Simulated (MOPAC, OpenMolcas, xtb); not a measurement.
## CH5BO2 (SMILES COBO): the dipole moment, rung by rung

CH5BO2: 9 atoms, total charge 0, spin state singlet. As SMILES, `COBO`. The shape is that of a PBE0-D4/def2-TZVP optimisation. This is one conformer, not always the lowest.

```xyz
9

C     0.2818    0.8019   -1.0574
O    -0.1135    0.4548    0.2510
B    -0.1349   -0.8341    0.6716
O    -0.5246   -1.1185    1.9385
H     0.5681   -0.0798   -1.6376
H     1.1314    1.4864   -1.0062
H    -0.5448    1.3075   -1.5617
H     0.1839   -1.7384   -0.0476
H    -0.7589   -0.3263    2.4322
```

Each level gives the dipole moment (D). The values are calculated.

| level | kind | program | value (D) | CPU time |
| --- | --- | --- | --- | --- |
| MNDO | semi-empirical | MOPAC | 1.59 | under 2 s |
| GFN0-xTB | semi-empirical | xtb | 1.55 | under 2 s |
| HF/cc-pVDZ | Hartree–Fock | OpenMolcas | 1.88 | 10 s |
| SVWN5/cc-pVDZ | LDA | OpenMolcas | 1.78 | 39 s |
| revPBE/cc-pVDZ | GGA | OpenMolcas | 1.70 | 47 s |
| M06-L/cc-pVDZ | meta-GGA | OpenMolcas | 1.77 | 56 s |
| M06-2X/cc-pVDZ | hybrid meta-GGA | OpenMolcas | 1.78 | 54 s |

The values span 1.55 to 1.88 D. Magnitudes only. Times are those of the runs behind each value, whatever else they computed, on shared processors of several kinds: orders of magnitude only.

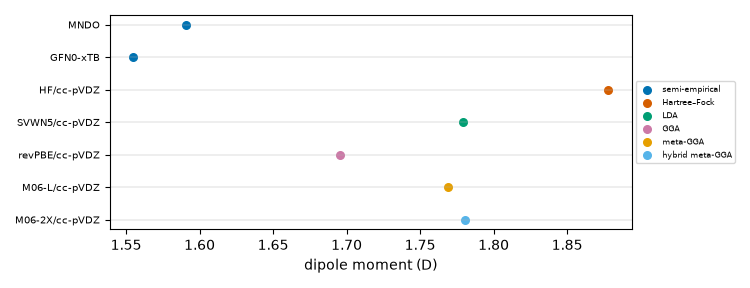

The values of the table, level by level.
